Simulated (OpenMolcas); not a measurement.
# Hf²⁺ among point charges: CASSCF levels and susceptibility

How does a field of 6 point charges split the states of Hf²⁺, and what χT follows?

Method: state-averaged CASSCF, spin-orbit coupling by RASSI with atomic mean-field integrals. Code: OpenMolcas 26.06.

1 further run of the same task is left out (it didn't finish).

### Step 1. The system

| Property | Result |
| --- | --- |
| Species | Hf²⁺ (hafnium, Z = 72, 70 electrons) |
| Basis | ANO-RCC-VDZP [7s6p4d2f1g], 68 functions |
| Scalar Hamiltonian | DKH2, point nucleus |
| Inactive shells | 1s 2s 2p 3s 3p 3d 4s 4p 4d 4f 5s 5p |
| Active space | 2 electrons in 5 orbitals (5d) |
| Some configurations of this space | 5d2 |
| Orbitals | optimised for each spin and parity, averaged over all roots |

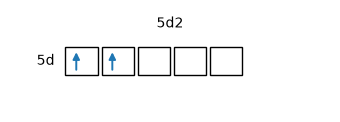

Outer shells as boxes.

The ion sits among 6 point charges of -1.5 e arranged as a tetragonal octahedron (D4h), 2.05 Å from the ion, with the axial distance 2.193 Å. The active orbitals were held to one l.

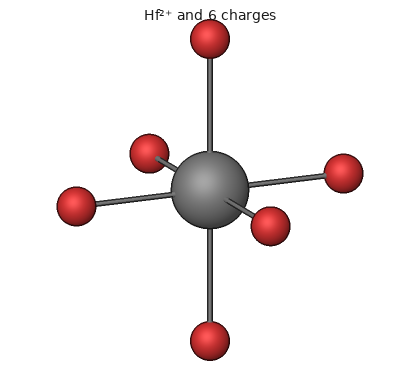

The ion and the point charges (red).

The work runs as a chain of OpenMolcas steps in one folder; each step below is one input file. Labels, J, g values, rates, χT and fits are worked out afterwards by a script from the matrices that RASSI stores. The input lists half of the charges; inversion (Group=XYZ) makes the rest.

### Step 2. GATEWAY and SEWARD: basis and integrals

The input, a.inp:

```
&GATEWAY
Coord
1

Hf 0.0 0.0 0.0
Basis=ANO-RCC-VDZP
Group=XYZ
NoMove
AngMom=0.0 0.0 0.0
AMFI
XField
3 Angstrom 0
2.050000 0.000000 0.000000 -1.500000
0.000000 2.050000 0.000000 -1.500000
0.000000 0.000000 2.193500 -1.500000
&SEWARD
```

Command:

```sh
OMP_NUM_THREADS=1 MOLCAS_MEM=1689 MOLCAS_PROJECT=a pymolcas a.inp > a.log
```

The log of the run:

```text
Basis set label: HF.ANO-RCC...7S6P4D2F1G.

      Electronic valence basis set:
      ------------------
      Associated Effective Charge  72.000000 au
      Associated Actual Charge     72.000000 au
      Nuclear Model: Point charge

      Shell  nPrim  nBasis  Cartesian Spherical Contaminant
         s      24       7        X
         p      21       6        X
         d      15       4                 X
         f      11       2                 X
         g       4       1                 X
                  Relativistic Douglas-Kroll-Hess integrals:
                    - DKH order of Hamiltonian: 2
                    - DKH order of Properties : 0
                  Atomic mean-field integrals
```

### Step 3. Reference wave functions, triplets of even parity, 10 roots

The input, a.inp:

```
&RASSCF
FileOrb=start.orb
Symmetry=1
Spin=3
nActEl=2 0 0
Inactive=15 19
Ras2=5 0
CIRoot=10 10 1
SDav=10
CIMx=300
Iter=120 100
PrWF=0.3
OrbListing=Nothing
MaxOrb=0
SupSym
1
20 4 5 6 7 8 10 11 12 13 14 16 17 18 19 20 23 24 25 26 27
0
>>> COPY $Project.JobIph JOB001
```

start.orb holds the contracted functions of the basis, ordered by shell, or the orbitals of the step before.

The log of the run, cut to the lines that bear on the results:

```text
[...]
      Number of active orbitals                  5
[...]
      Spin quantum number                      1.0
[...]
      Active orbitals                            5   0
[...]
      Number of CSFs                            10
      Number of root(s) required                10
[...]
      Convergence after  9 iterations
[...]
      Natural orbitals and occupation numbers for root  1
      sym 1:  -0.000000   0.992991   0.007009   0.992991   0.007009
      Natural orbitals and occupation numbers for root  2
      sym 1:   0.987952   0.012048   0.012048   0.987952  -0.000000
      Natural orbitals and occupation numbers for root  3
      sym 1:   0.987952   0.987952   0.000000   0.012048   0.012048
::    RASSCF root number  1 Total energy: -15068.00689409
::    RASSCF root number  2 Total energy: -15067.99720372
::    RASSCF root number  3 Total energy: -15067.99720372
[...]
::    RASSCF root number  7 Total energy: -15067.86227193
::    RASSCF root number  8 Total energy: -15067.86227193
::    RASSCF root number  9 Total energy: -15067.83813865
::    RASSCF root number 10 Total energy: -15067.76598827
```

### Step 4. CASSCF: singlets of even parity, 15 roots

The input, a.inp:

```
&RASSCF
FileOrb=start.orb
Symmetry=1
Spin=1
nActEl=2 0 0
Inactive=15 19
Ras2=5 0
CIRoot=15 15 1
SDav=15
CIMx=300
Iter=120 100
PrWF=0.3
OrbListing=Nothing
MaxOrb=0
SupSym
1
20 4 5 6 7 8 10 11 12 13 14 16 17 18 19 20 23 24 25 26 27
0
>>> COPY $Project.JobIph JOB002
```

The log of the run, cut to the lines that bear on the results:

```text
[...]
      Number of active orbitals                  5
[...]
      Spin quantum number                      0.0
[...]
      Active orbitals                            5   0
[...]
      Number of CSFs                            15
      Number of root(s) required                15
[...]
      Convergence after  8 iterations
[...]
      Natural orbitals and occupation numbers for root  1
      sym 1:   0.004724   0.995276   0.004724   0.995276  -0.000000
      Natural orbitals and occupation numbers for root  2
      sym 1:  -0.000000   0.998901   0.001099   0.998901   0.001099
      Natural orbitals and occupation numbers for root  3
      sym 1:   0.995445   0.004555  -0.000000   0.995445   0.004555
::    RASSCF root number  1 Total energy: -15067.97465994
::    RASSCF root number  2 Total energy: -15067.97437874
::    RASSCF root number  3 Total energy: -15067.96458847
[...]
::    RASSCF root number 12 Total energy: -15067.82065199
::    RASSCF root number 13 Total energy: -15067.73670515
::    RASSCF root number 14 Total energy: -15067.72412408
::    RASSCF root number 15 Total energy: -15067.66504836
```

### Step 5. RASSI: spin-orbit coupling between the states

The input, a.inp:

```
&RASSI
NrOfJobIphs=2 10 15
1 2 3 4 5 6 7 8 9 10
1 2 3 4 5 6 7 8 9 10 11 12 13 14 15
IphNames
JOB001
JOB002
EJob
SpinOrbit
DIPRint=1.0
SOCoupling=1000.0
Subsets=2
Property=9
'ANGMOM' 1 'ANGMOM' 2 'ANGMOM' 3 'MLTPL  1' 1 'MLTPL  1' 2 'MLTPL  1' 3
'AMFI' 1 'AMFI' 2 'AMFI' 3
SOProperty=3
'ANGMOM' 1 'ANGMOM' 2 'ANGMOM' 3
```

The log of the run, cut to the lines that bear on the results:

```text
SPIN-FREE ENERGIES:
  (Shifted by EMIN (a.u.) =     -15068.0068940927)
 SF State       Relative EMIN(au)   Rel lowest level(eV)    D:o, cm**(-1)      L_eff
     1             0.0000000000        0.0000000000              0.0000         2.8
     2             0.0096903688        0.2636883680           2126.7901         2.8
     3             0.0096903688        0.2636883680           2126.7901         2.8
    11             0.0322341533        0.8771359955           7074.5789         3.1
    12             0.0325153559        0.8847879090           7136.2958         3.2
    13             0.0423056179        1.1511945087           9285.0099         3.1
    14             0.0423056179        1.1511945087           9285.0099         3.1
    15             0.0436567933        1.1879618634           9581.5586         3.2
    16             0.0838687638        2.2821853263          18407.0660         2.8
     4             0.1114270717        3.0320850861          24455.4155         3.0
[...]
Eigenvalues of complex Hamiltonian:
   -----------------------------------
  (Shifted by EMIN (a.u.) =     -15068.0068940927)
 SO State       Relative EMIN(au)   Rel lowest level(eV)    D:o, cm**(-1)     J-value
     1            -0.0025860006        0.0000000000              0.0000         2.6
     2            -0.0017341979        0.0231787309            186.9491         2.6
     3            -0.0017341979        0.0231787308            186.9491         2.6
     4             0.0050904379        0.2088865322           1684.7835         1.9
     5             0.0056245133        0.2234194640           1801.9995         2.0
     6             0.0099247903        0.3404359634           2745.8012         2.5
     7             0.0099247903        0.3404359634           2745.8012         2.5
     8             0.0121546391        0.4011132393           3235.1965         2.1
     9             0.0131263801        0.4275556596           3448.4690         2.5
    10             0.0317271884        0.9337094374           7530.8745         2.5
    11             0.0325704812        0.9566566038           7715.9559         2.6
[...]
```

Time for these steps: 7 s (1 thread of Intel Xeon Platinum 8488C (Sapphire Rapids), shared host).

States without spin-orbit coupling:

| state | degeneracy | E (cm-1) | free-ion L (%) |
| --- | --- | --- | --- |
| 3A2 | 1 | 0 | F (86) |
| 3E | 2 | 2127 | F (88) |
| 1B2 | 1 | 7075 | G (51) |
| 1B1 | 1 | 7136 | G (54) |
| 1E | 2 | 9285 | G (50) |
| 1A1 | 1 | 9582 | G (54) |
| 1A1 | 1 | 18407 | G (54) |
| 3B2 | 1 | 24455 | F (100) |
| 3E | 2 | 25396 | F (82) |
| 3E | 2 | 31741 | P (70) |
| 1E | 2 | 32075 | G (80) |
| 1B2 | 1 | 32917 | D (51) |
| 3A2 | 1 | 37038 | P (86) |
| 1E | 2 | 37284 | G (70) |
| 1A2 | 1 | 40875 | G (100) |
| 3B1 | 1 | 52873 | F (100) |
| 1A1 | 1 | 59300 | G (45) |
| 1B1 | 1 | 62061 | D (54) |
| 1A1 | 1 | 75026 | G (46) |

With spin-orbit coupling:

| E (cm-1) | Degeneracy | Label | 2S+1 | g |
| --- | --- | --- | --- | --- |
| 0.0 | 1 | A1 | 3 |  |
| 186.9 | 2 | E | 3 | 0.00 0.00 3.52 |
| 1685 | 1 | B1 | 3 |  |
| 1802 | 1 | B2 | 3 |  |
| 2746 | 2 | E | 3 | 0.00 0.00 1.80 |
| 3235 | 1 | A2 | 3 |  |
| 3448 | 1 | A1 | 3 |  |
| 7531 | 1 | B2 | 1 |  |
| 7716 | 1 | B1 | 1 |  |
| 9717 | 2 | E | 1 | 0.00 0.00 1.61 |
| 10092 | 1 | A1 | 1 |  |
| 18885 | 1 | A1 | 1 |  |
| 24852 | 1 | B1 | 3 |  |
| 24961 | 2 | E | 3 | 0.00 0.00 3.11 |
| 25835 | 1 | A2 | 3 |  |
| 25916 | 1 | A1 | 3 |  |
| 26086 | 2 | E | 3 | 0.00 0.00 0.08 |
| 26120 | 1 | B2 | 3 |  |
| 26340 | 1 | B1 | 3 |  |
| 32097 | 2 | E | 3 | 0.00 0.00 0.01 |
| 32120 | 1 | B2 | 3 |  |
| 32328 | 1 | A1 | 3 |  |
| 32343 | 1 | A2 | 3 |  |
| 32414 | 1 | B1 | 3 |  |

Principal g values are given for doublets only; a zero marks a field direction without first-order Zeeman splitting.

Powder χT (cm³ K/mol): 0.01 at 2 K, 0.01 at 5 K, 0.03 at 10 K, 0.05 at 20 K, 0.13 at 50 K, 0.27 at 100 K, 0.36 at 150 K, 0.41 at 200 K, 0.45 at 250 K, 0.48 at 300 K.

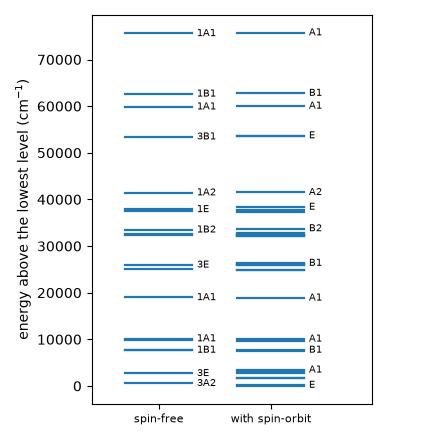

The states in the field without (left) and with (right) spin-orbit coupling.

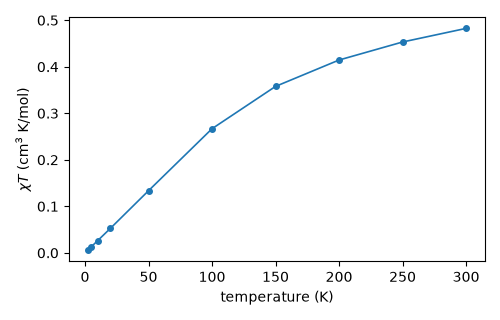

χT against temperature.

### Step 6. What came out

| quantity | value |
| --- | --- |
| method | CASSCF |
| spin-free ground state | 3A2, 1-fold in its orbital part |
| first state of the same spin within the active space | 3E at 2130 cm⁻¹ |
| lowest level | 1-fold A1 |
| next level | 186.9 cm⁻¹ |
| χT at 300 K | 0.48 cm³ K/mol |
| effective moment at 300 K | 1.96 μB |

**Reading.** The spin-free ground state (3A2) comes to 86 % from free-ion F terms and keeps the highest spin of the shell. χT at 300 K is 0.48, against 1.00 cm³ K/mol for the spin alone, so spin-orbit coupling lowers it. The field of point charges can differ much from that of real complexes. Point charges carry no covalency, so the field is a model and not that of real ligands.
